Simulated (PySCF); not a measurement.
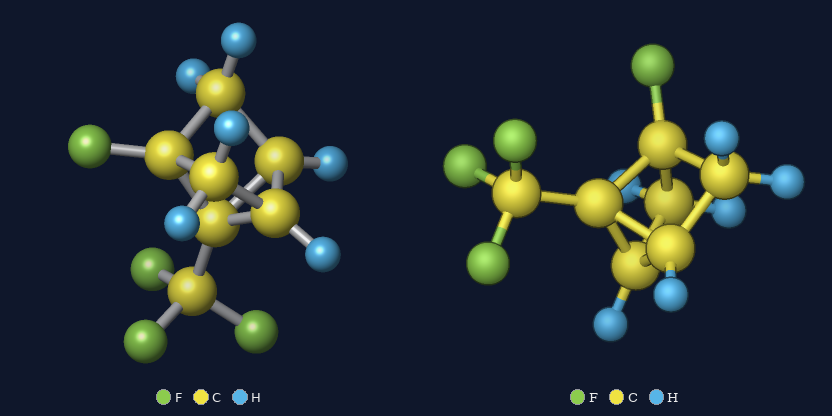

Two views of one molecule.

Computed geometry: PBE0-D3(BJ)/def2-SVP optimisation. No frequency run is at hand to confirm it as a minimum.

Identify the structure.

Formula C7H6F4. Its SMILES string is `FC(F)(F)[C@]12[C@@H]3C[C@@]1(F)C[C@@H]32`. Independent rings (smallest set): 1 of 3 members, 2 of 4 members. Among its groups: C–F bond. Coordination, clear cases only: 1 C tetrahedral.

The parts below concern this one geometry. Atoms keep their numbers from picture to picture.

**Electronic properties**

No frequency run is at hand to confirm it as a minimum. Properties computed with PBE0/pcSseg-1 in acetone (IEF-PCM) (PySCF 2.14.0).

Estimate the HOMO–LUMO gap.

Answer. 9.73 eV.

Estimate the HOMO energy (Kohn–Sham orbital).

Answer. −7.93 eV.

Give the dipole moment at this level.

Answer. 3.73 D.

**Charges**

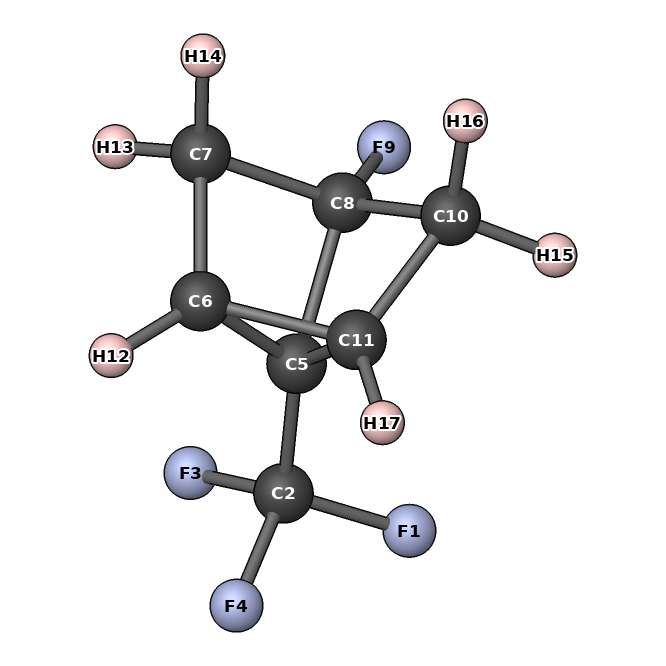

The questions are on IAO charges. No frequency run is at hand to confirm it as a minimum. Method: PBE0/pcSseg-1 in acetone (IEF-PCM) (PySCF 2.14.0).

Give the IAO charges atom by atom.

| atom | value (e) |
| --- | --- |
| F1 | −0.29 |
| C2 | 0.81 |
| F3 | −0.29 |
| F4 | −0.29 |
| C5 | −0.10 |
| C6 | −0.13 |
| C7 | −0.28 |
| C8 | 0.33 |
| F9 | −0.29 |
| C10 | −0.28 |
| C11 | −0.13 |
| H12 | 0.17 |
| H13 | 0.16 |
| H14 | 0.14 |
| H15 | 0.16 |
| H16 | 0.14 |
| H17 | 0.17 |

**Ring current**

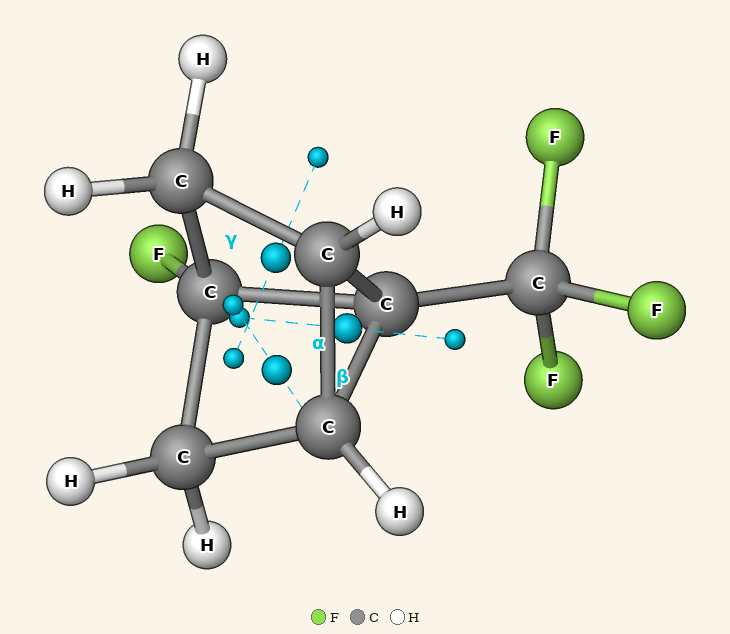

The small points mark where nucleus-independent chemical shifts (NICS) were computed: at the centre of each lettered ring and 1 Å above and below it. No frequency run is at hand to confirm it as a minimum. Properties computed with GIAO PBE0/pcSseg-1 NMR shielding, non-relativistic, IEF-PCM acetone (PySCF 2.14.0).

Give NICS(0), NICS(1) and the out-of-plane component NICS(1)zz for each ring (means of the two sides).

```json
{"ring": "α", "members": "C4", "NICS(0)": "−12.1", "NICS(1)": "−6.5", "NICS(1)zz": "−2.4"}
{"ring": "β", "members": "C3", "NICS(0)": "−42.5", "NICS(1)": "−10.9", "NICS(1)zz": "−27.8"}
{"ring": "γ", "members": "C4", "NICS(0)": "−12.1", "NICS(1)": "−6.6", "NICS(1)zz": "−2.4"}
```

Values in ppm.

**NMR shielding**

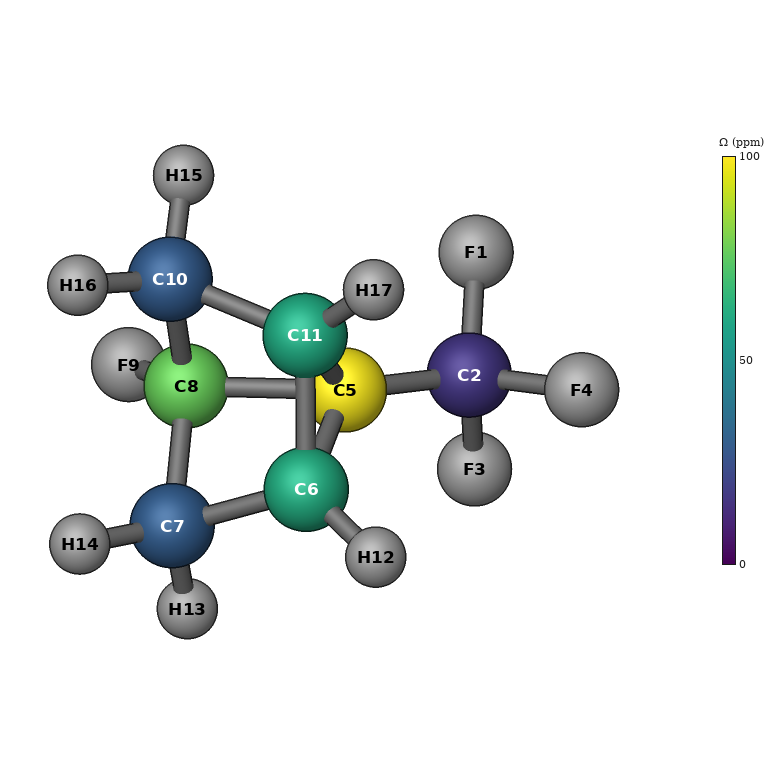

The C atoms are coloured by the span of their shielding tensor. No frequency run is at hand to confirm it as a minimum. Level of theory: GIAO PBE0/pcSseg-1 NMR shielding, non-relativistic, IEF-PCM acetonitrile (PySCF 2.14.0). Principal shieldings σ11 ≤ σ22 ≤ σ33, span Ω = σ33 − σ11, skew κ = 3(σiso − σ22)/Ω.

Which C atom has the most anisotropic shielding?

Answer. C5, with a span of 98 ppm.

Give the shielding tensors of the C atoms.

```
   atom    σ11    σ22    σ33   σiso     Ω      κ
     C2   42.6   57.7   58.7   53.0  16.1  −0.88
     C5   91.3  115.4  189.7  132.1  98.5   0.51
C6, C11  136.1  161.7  198.0  165.3  61.9   0.17
     C7  129.1  143.3  158.4  143.6  29.3   0.03
     C8   59.4   73.2  136.4   89.7  77.1   0.64
    C10  129.1  143.2  158.4  143.5  29.3   0.04
```

Shieldings and span in ppm.
